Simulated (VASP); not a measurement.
Band structure of ZnS (wurtzite). Computed with TPSS meta-GGA, VASP's PBE PAW potentials (set 64) (plane waves; VASP).

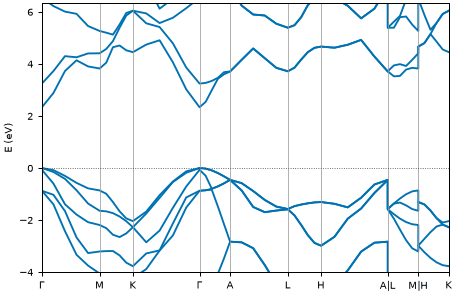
Fig. 1. Bands along high-symmetry lines, zero at the valence-band maximum or, without a gap, the Fermi level

Question: Read the plot: is there a gap, and where are the band edges?

Answer: The gap is direct, 2.33 eV, from the valence maximum at Γ to the conduction minimum at Γ.

Measured: gap 3.91 eV (computed value off by -1.58 eV), as given by Mehmet Aras et al., The Journal of Chemical Physics (2014), arXiv:1312.4272.

The compound is ZnS in the wurtzite structure, the high-temperature form. It was relaxed first.
